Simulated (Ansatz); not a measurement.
C$_{2}$H$_{4}$AlNO: several calculations on one system

**1. Relaxation**

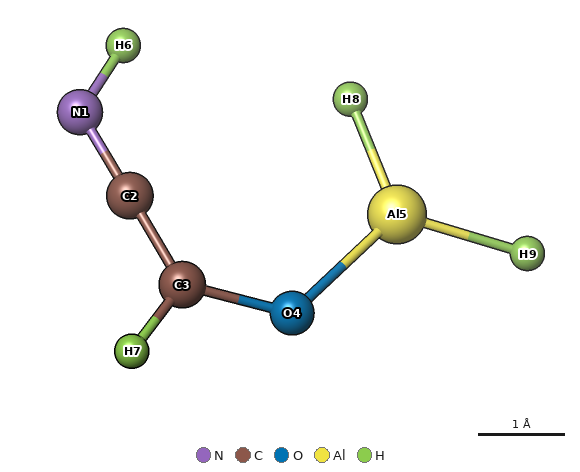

This is the input geometry for a relaxation of C$_{2}$H$_{4}$AlNO. The picture is a ball-and-stick view, seen at a tilt.

The run prepares an end point of a later path (hydrogen shift) calculation, from a guessed geometry.

Level of theory: RKS PBE0-D4/def2-SVP in Ansatz 0.2.0.

Input file:
```yaml
crystal:
  periodic: [false, false, false]
  atoms:
    - { symbol: "N", position_ang: [0.2366, 1.8197, -1.3011] }
    - { symbol: C, position_ang: [0.7299, 0.7844, -0.9217] }
    - { symbol: C, position_ang: [1.2627, -0.3207, -0.5309] }
    - { symbol: O, position_ang: [0.7491, -1.184, 0.381] }
    - { symbol: Al, position_ang: [-1.0118, -0.9833, 1.1553] }
    - { symbol: H, position_ang: [-0.7586, 2.1436, -0.9626] }
    - { symbol: H, position_ang: [2.3035, -0.5727, -0.8905] }
    - { symbol: H, position_ang: [-1.8574, 0.3278, 0.8249] }
    - { symbol: H, position_ang: [-1.5655, -2.061, 2.2286] }
basis:
  gaussian: { orbitals: def2-SVP }
hamiltonian:
  xc: pbe0
  dispersion: d4
relax:
  f_tol: 0.02
  max_steps: 50
output:
  orbitals: {}
```

Command:
```bash
ansatz run input.yaml --threads 2 --pin off --max-ram 3072MiB --backend cpu --events-out ev --progress --plain --runs-dir out
```

> Where does the relaxation end?

The atom that moves furthest after the best rigid fit is H6 (1.01 Å). By element the largest moves are H 1.01 Å, N 0.51 Å, O 0.35 Å, C 0.21 Å, Al 0.20 Å. Some distances before and after: O4–Al5 1.934 → 1.713 Å, N1–H6 1.100 → 1.028 Å, Al5–H9 1.619 → 1.578 Å, C2–C3 1.288 → 1.324 Å. Among the angles between lasting bonds that change: C3–O4–Al5 123.2° → 140.6°, C2–N1–H6 121.7° → 114.2°, N1–C2–C3 179.3° → 172.1°. The energy falls by 197.0 kJ/mol in 13 accepted moves (15 points after the start). The largest force component goes from 3.9 to 0.016 eV/Å. The line search rejected the trial steps at points 8, 14 of the run. The run took 29 s on 2 threads of Intel(R) Xeon(R) Platinum 8488C (Sapphire Rapids), on a shared host, peak memory 0.2 GiB.

The structure at the end:

```xyz
9

N     0.4838    2.1614   -1.0147
C     0.7110    0.9677   -0.8173
C     1.0688   -0.2596   -0.4736
O     0.4422   -1.0233    0.4472
Al   -1.0454   -1.1280    1.2906
H    -0.1839    2.3434   -1.7745
H     1.9326   -0.7129   -0.9704
H    -2.2219   -0.1406    0.9018
H    -1.0988   -2.2543    2.3938
```

The end point in the same view:

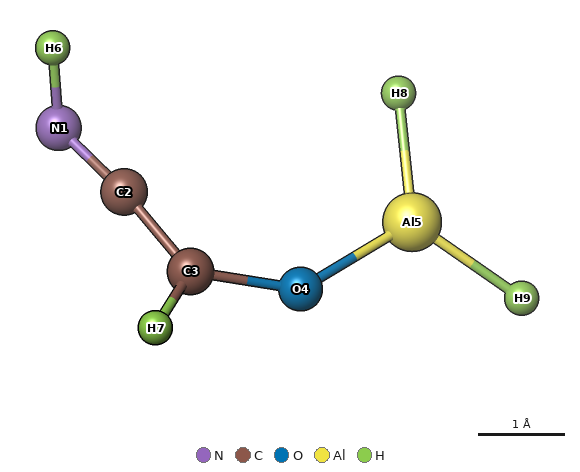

**2. Relaxation**

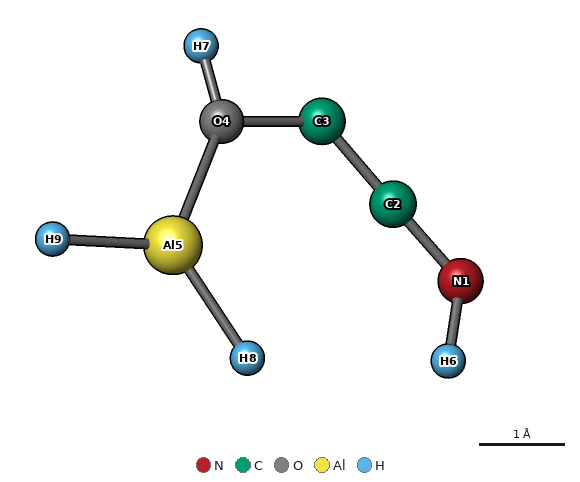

Starting structure of C2H4AlNO. The picture is a ball-and-stick view, seen at a tilt.

The run prepares an end point of a later path (hydrogen shift) calculation, from a guessed geometry.

Method: RKS PBE0-D4/def2-SVP in Ansatz.

Input
```yaml
crystal:
  periodic: [false, false, false]
  atoms:
    - { symbol: "N", position_ang: [0.2366, 1.8197, -1.3011] }
    - { symbol: C, position_ang: [0.7299, 0.7844, -0.9217] }
    - { symbol: C, position_ang: [1.2627, -0.3207, -0.5309] }
    - { symbol: O, position_ang: [0.7491, -1.184, 0.381] }
    - { symbol: Al, position_ang: [-1.0118, -0.9833, 1.1553] }
    - { symbol: H, position_ang: [-0.7586, 2.1436, -0.9626] }
    - { symbol: H, position_ang: [1.56746, -1.74092, 0.36597] }
    - { symbol: H, position_ang: [-1.8574, 0.3278, 0.8249] }
    - { symbol: H, position_ang: [-1.5655, -2.061, 2.2286] }
basis:
  gaussian: { orbitals: def2-SVP }
hamiltonian:
  xc: pbe0
  dispersion: d4
relax:
  f_tol: 0.02
  max_steps: 50
output:
  orbitals: {}
```

Command:
```bash
ansatz run input.yaml --threads 2 --pin off --max-ram 3072MiB --backend cpu --events-out ev --progress --plain --runs-dir out
```

> Predict the outcome.

Over 35 accepted moves (39 points after the start) the energy falls by 91.7 kcal/mol. The largest force component goes from 3.6 to 0.013 eV/Å. The line search rejected the trial steps at points 4, 8, 26, 29 of the run. H8 moves most after the best rigid fit: 1.91 Å. Largest moves by element: H 1.91 Å, C 1.51 Å, N 0.87 Å, O 0.78 Å, Al 0.17 Å. Among the contacts that change: C3–Al5 2.908 → 1.926 Å, O4–Al5 1.934 → 2.059 Å, C3–O4 1.357 → 1.466 Å, N1–H6 1.100 → 1.025 Å. New bonds form, among them: C3–Al5 (2.91 → 1.93 Å). Among the angles between lasting bonds that change: C3–O4–Al5 123.2° → 63.6°, Al5–O4–H7 144.8° → 119.2°, C3–O4–H7 92.0° → 109.9°. Cost: 70 s on 2 threads of Intel(R) Xeon(R) Platinum 8488C (Sapphire Rapids), with other jobs on the host, peak memory 0.2 GiB.

Final geometry:

```xyz
9

N     0.4940    1.4035   -2.0191
C     0.2289    0.7755   -0.9971
C    -0.1246   -0.0278   -0.0251
O     0.8633   -0.6073    0.8893
Al   -1.1121   -1.0305    1.2895
H     0.5765    2.4176   -1.8980
H     1.4022   -1.2626    0.4210
H    -1.6221   -0.3158    2.6073
H    -1.3536   -2.5669    0.9716
```

After the run, drawn alike:

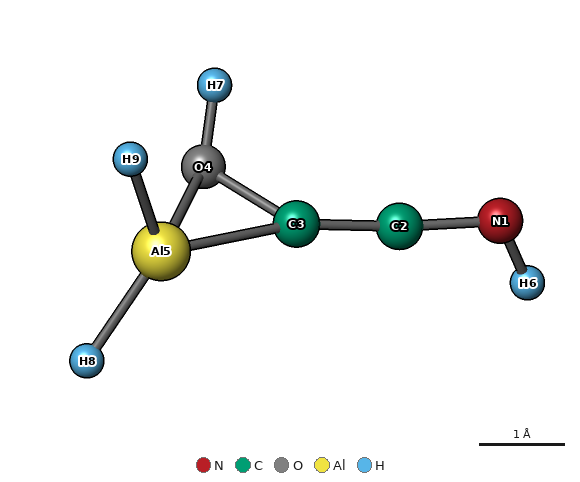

**3. Path**

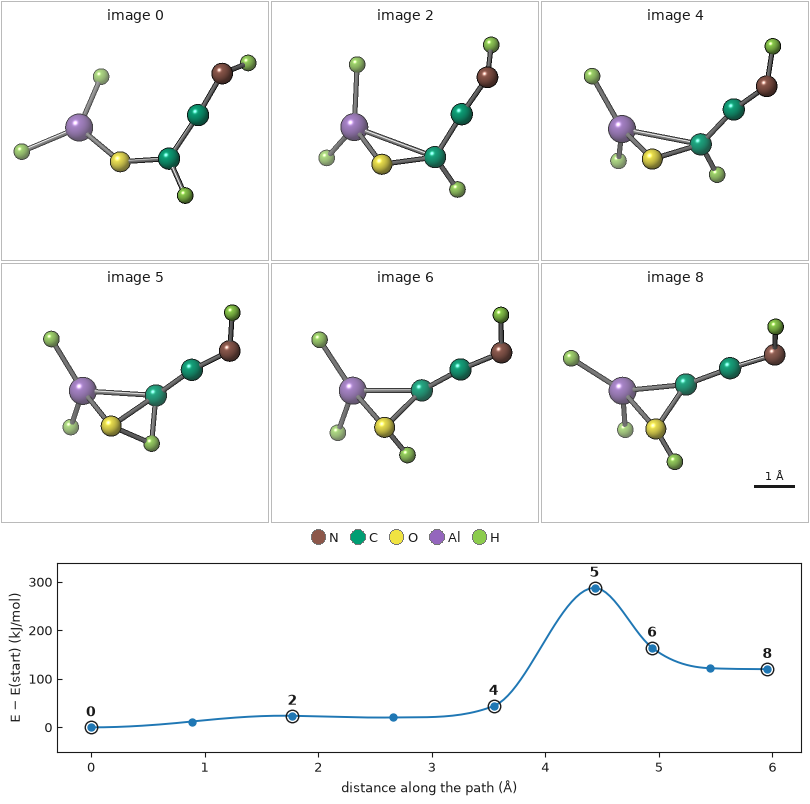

A search for the minimum-energy path of C2H4AlNO by the nudged elastic band. Images are numbered from 0 (start) to 8 (end). A ball-and-stick model, seen at a tilt.

Level of theory: Ansatz 0.2.0, RKS PBE0-D4/def2-SVP. Set-up: 7 movable images; climbing image; force threshold 0.05 eV/Å; iteration limit 60; starting path through a guess of the saddle point.

Read off the barrier and say what moves.

Answer. Forward barrier 287.8 kJ/mol, backward barrier 167.7 kJ/mol, with image 5 at the top; the reaction energy is +120.2 kJ/mol. The path has more than one stage, and so few images may leave a stage unresolved. Breaking: C–H (1.09 → 2.01 Å). Forming: Al–C (2.89 → 1.93 Å), H–O (2.08 → 0.97 Å). The band converged in 40 iterations. The largest component of the band force went from 15 to 0.044 eV/Å. The climbing image converged on the top of the path. Its vibrational analysis gives one imaginary mode (1631i cm⁻¹), as a transition state must have.

Cost: 7.2 min on 2 threads of Intel(R) Xeon(R) Platinum 8488C (Sapphire Rapids) (shared host), peak memory 0.2 GiB.
